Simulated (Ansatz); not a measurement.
# Response to strain in ZnS

Start from ZnS in the wurtzite structure (space group P6_3mc, No. 186; a = 3.8061 Å, c = 6.2447 Å). Axes: x lies along a and z along c of the hexagonal cell.

Strains are applied to the cell and any free atomic positions relax; under biaxial strain the out-of-plane vector relaxes too.

The values are results of r2SCAN (Ansatz, an electronic-structure program), scalar-relativistic without spin-orbit coupling, not measurements.

Notes on the quantities. in-plane stress: mean in-plane stress (compression positive).

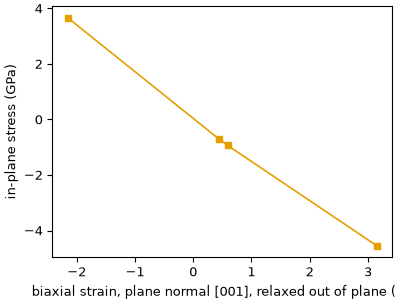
*in-plane stress against biaxial strain, plane normal [001], relaxed out of plane*

```tsv
biaxial strain, plane normal [001], relaxed out of plane (%)	in-plane stress
-2.15	+3.7 GPa
0.45	-0.7 GPa
0.59	-0.9 GPa
3.15	-4.5 GPa
```

Whether these cells are dynamically stable was not tested.
